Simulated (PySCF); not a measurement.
AlCl$_{3}$, SMILES `Cl[Al](Cl)Cl`.

Computed with PySCF, B3LYP/def2-SVPD, geometry: GFN2-xTB. No frequency check shows the geometry to be a minimum. GFN2-xTB bond lengths at metals and heavier atoms can be off by up to 0.1 Å and shapes distorted, which carries into these values.

Cartesian coordinates (Å):

```
Cl1      1.0151    1.7579    0.0000
Al2     -0.0002    0.0000    0.0000
Cl3      1.0149   -1.7580    0.0000
Cl4     -2.0298    0.0001    0.0000
```

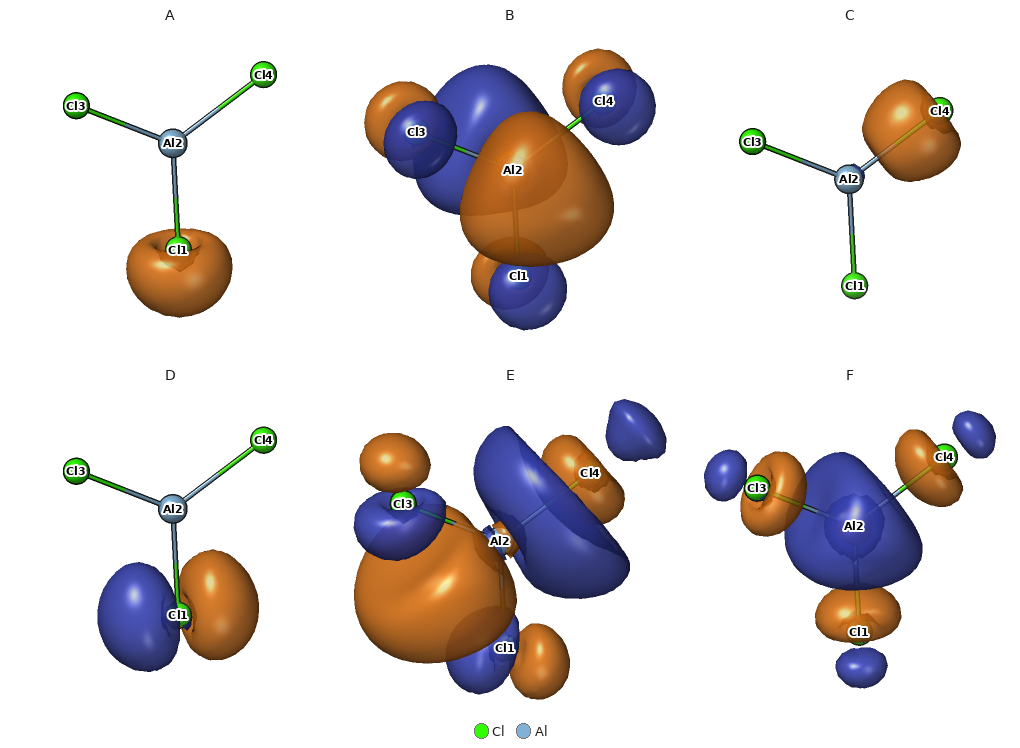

Intrinsic bond orbitals (IBO), occupied and valence-virtual; each surface holds about 70 % of the orbital's density. Energies are diagonal elements of the Fock matrix.

Question: Name the orbitals, with their atomic make-up and energies.

Answer: By panel:
- A: lone pair on Cl1 (sp0.7-type) (Cl1 99 %; −16.5 eV)
- B: π* orbital Al2–Cl4, mostly on Al2 (Al2 82 %, Cl4 6 %, Cl1 6 %; −0.8 eV)
- C: σ bond Cl4–Al2 (Cl4 77 %, Al2 23 %; −18.2 eV)
- D: lone pair on Cl1 (p-type) (Cl1 96 %, Al2 4 %; −9.8 eV)
- E: σ* orbital Al2–Cl4, mostly on Al2 (Al2 75 %, Cl4 12 %, Cl3 7 %; 3.4 eV)
- F: σ* orbital Al2–Cl3, mostly on Al2 (Al2 67 %, Cl3 11 %, Cl1 11 %; −0.3 eV)

Question: How do all the valence pairs divide up?

Answer: 12 pairs: 9 lone pairs and 3 σ bonds.

The PySCF run took 3.4 s on 1 thread of AMD EPYC 9R45 96-Core Processor (Zen 5), with other jobs on the host, peak memory 0.42 GiB.
